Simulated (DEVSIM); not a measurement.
Device: Ti/SiO2/p-InP capacitor, at 300 K.

```tsv
layer (left to right)	material	thickness (nm)	Na (cm⁻³)
1	SiO2	1.00	-
2	InP	530	2.8e17
```

Metal gate on the left, work function 4.33 eV. Fixed charge at the semiconductor interface 0 cm⁻² (in units of +e); no interface traps.

This is a model device: material constants are rounded textbook-type values typed into the input, and sizes, dopings and lifetimes were drawn at random. Values at 300 K.

```csv
parameter,SiO2,InP
gap (eV),9,1.344
affinity (eV),0.9,4.38
permittivity,3.9,12.5
Nc (cm⁻³),-,5.7e17
Nv (cm⁻³),-,1.1e19
```

Simulated with DEVSIM: 1D Poisson equation in equilibrium, Boltzmann statistics, complete ionisation; no quantum confinement or tunnelling. Metal contacts follow the ideal Schottky-Mott rule: no Fermi-level pinning, no interface dipoles.

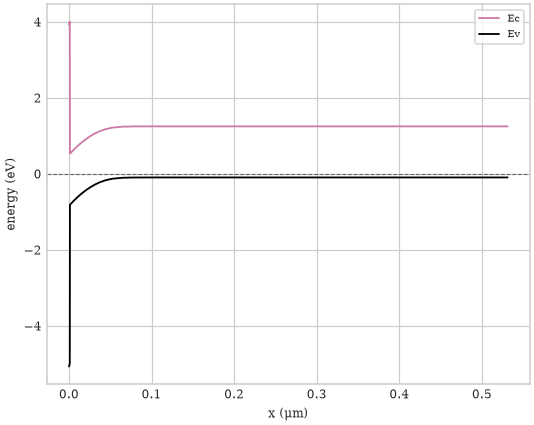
Figure: Band edges at -0.5 V on the gate

Energies count from the Fermi level of the right contact; mesh points crowd at the junctions.

```tsv
x (μm)	Ec (eV)	Ev (eV)	n (cm⁻³)	p (cm⁻³)	field (V/cm)
0.000	3.930	-5.070	< 1e2	< 1e2	760000
0.0004532	3.965	-5.035	< 1e2	< 1e2	760000
0.0007664	3.988	-5.012	< 1e2	< 1e2	760000
0.001414	0.535	-0.809	5.8e8	290000	240000
0.003042	0.573	-0.771	1.3e8	1200000	230000
0.005156	0.621	-0.723	2.1e7	7800000	220000
0.008966	0.702	-0.642	910000	1.8e8	210000
0.01838	0.878	-0.466	1000	1.6e11	170000
0.03167	1.064	-0.280	< 1e2	2.2e14	110000
0.05265	1.216	-0.128	< 1e2	7.7e16	34000
0.09047	1.249	-0.095	< 1e2	2.8e17	460
0.1840	1.249	-0.095	< 1e2	2.8e17	≈ 0
0.2996	1.249	-0.095	< 1e2	2.8e17	≈ 0
0.3967	1.249	-0.095	< 1e2	2.8e17	≈ 0
0.4655	1.249	-0.095	< 1e2	2.8e17	≈ 0
0.4933	1.249	-0.095	< 1e2	2.8e17	≈ 0
0.5087	1.249	-0.095	< 1e2	2.8e17	≈ 0
0.5185	1.249	-0.095	< 1e2	2.8e17	≈ 0
0.5254	1.249	-0.095	< 1e2	2.8e17	≈ 0
0.5281	1.249	-0.095	< 1e2	2.8e17	≈ 0
0.5298	1.249	-0.095	< 1e2	2.8e17	≈ 0
0.5310	1.249	-0.095	< 1e2	2.8e17	≈ 0
```
